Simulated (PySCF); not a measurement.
C7H5F2N3 (SMILES Cn1nnc2c(F)c(F)ccc21)

```yaml
atoms:
  - { symbol: C, position_ang: [2.7349, -0.2390, 0.1823] }
  - { symbol: N, position_ang: [1.5018, 0.4871, 0.1725] }
  - { symbol: N, position_ang: [1.4664, 1.8137, 0.3095] }
  - { symbol: N, position_ang: [0.2778, 2.2444, 0.2636] }
  - { symbol: C, position_ang: [-0.5621, 1.1879, 0.0870] }
  - { symbol: C, position_ang: [-1.9512, 1.0875, -0.0367] }
  - { symbol: F, position_ang: [-2.7395, 2.1635, 0.0166] }
  - { symbol: C, position_ang: [-2.4746, -0.1771, -0.2174] }
  - { symbol: F, position_ang: [-3.8050, -0.3328, -0.3471] }
  - { symbol: C, position_ang: [-1.6758, -1.3269, -0.2713] }
  - { symbol: C, position_ang: [-0.3093, -1.2539, -0.1500] }
  - { symbol: C, position_ang: [0.2346, 0.0144, 0.0255] }
  - { symbol: H, position_ang: [2.8403, -0.8169, -0.7373] }
  - { symbol: H, position_ang: [3.5438, 0.4853, 0.2538] }
  - { symbol: H, position_ang: [2.7745, -0.9159, 1.0379] }
  - { symbol: H, position_ang: [-2.1722, -2.2737, -0.4105] }
  - { symbol: H, position_ang: [0.3087, -2.1357, -0.1882] }
```

Geometry: GFN2-xTB.

Computed with PBE0/pcSseg-1, SCF density, gas phase, non-relativistic (PySCF).

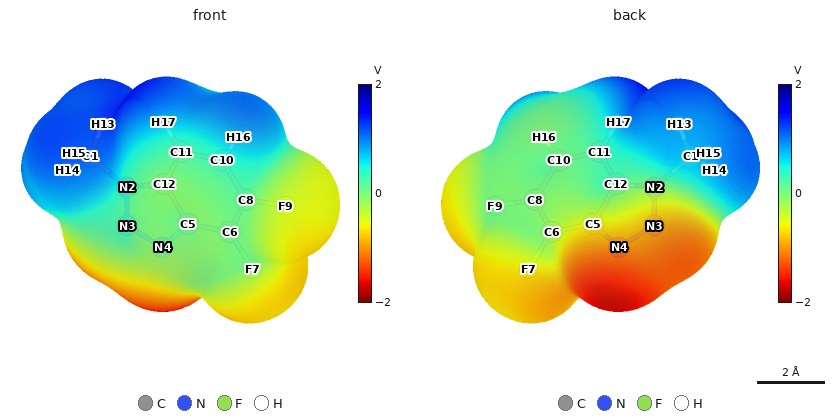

Figure 1. The electrostatic potential painted on the density surface at 0.001 e/bohr³, seen from the front and from behind; the colour scale runs from red (negative) to blue (positive).

**Where is the surface potential most negative and most positive?**

The most negative region (about −1.7 V) lies over N4, the most positive (about +1.4 V) over H17. N4 is the likeliest acceptor of a hydrogen bond.

**How polar is the molecule by this calculation?**

Its dipole moment is 5.98 D.

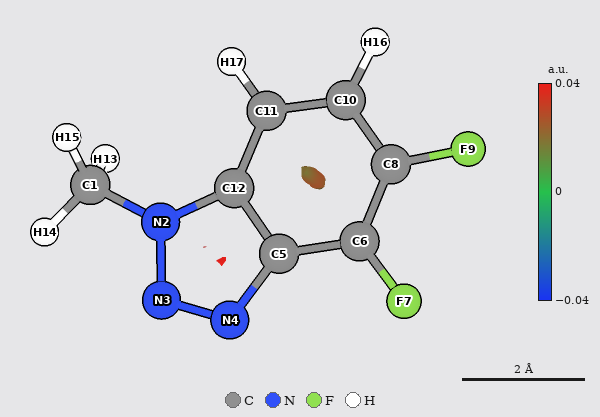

Figure 2. Non-covalent interaction (NCI) plot: the surface where the reduced density gradient is 0.5, for densities under 0.05 a.u., coloured by sign(λ₂)ρ; seen at an oblique angle.

**Which non-covalent interactions does the plot reveal?**

Inside the ring or cage of C5, C6, C8, C10, C11 and C12: steric crowding (red).

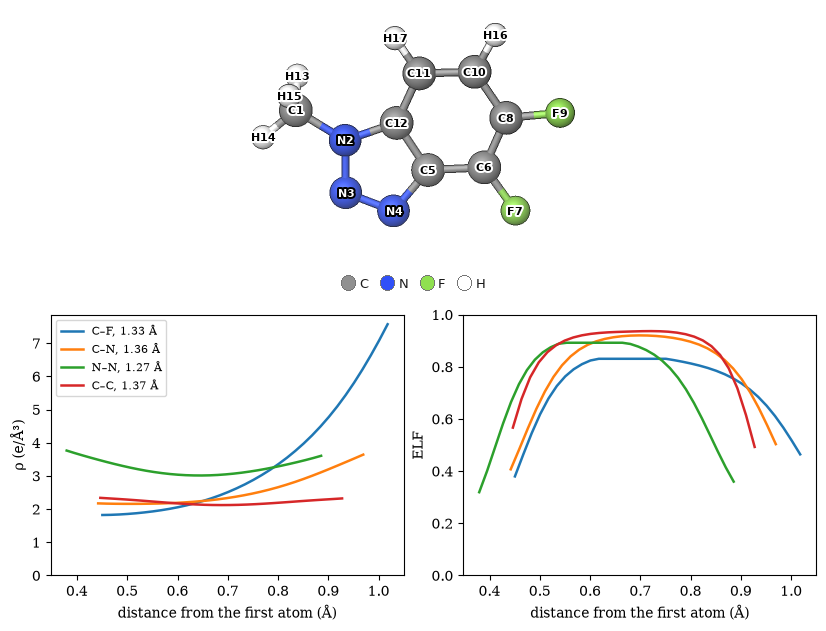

Figure 3. Electron density and ELF along straight lines between neighbouring atoms. The curves leave out the atomic cores. The structure is drawn too.

**Compare the contacts.**

C–F (1.33 Å): ρ is about 2.3 e/Å³ halfway; the ELF peaks at about 0.85 between the atoms (a shared but strongly polarised pair).
C–N (1.36 Å): ρ at the midpoint is about 2.3 e/Å³; the ELF peaks at about 0.90 between the atoms, as expected for a covalent bond.
N–N (1.27 Å): the density is about 3 e/Å³ at the midpoint; the ELF peaks at about 0.90 between the atoms: localised, covalent bonding.
C–C (1.37 Å): the density is about 2.1 e/Å³ at the midpoint; the ELF peaks at about 0.95 between the atoms; localised, covalent bonding.
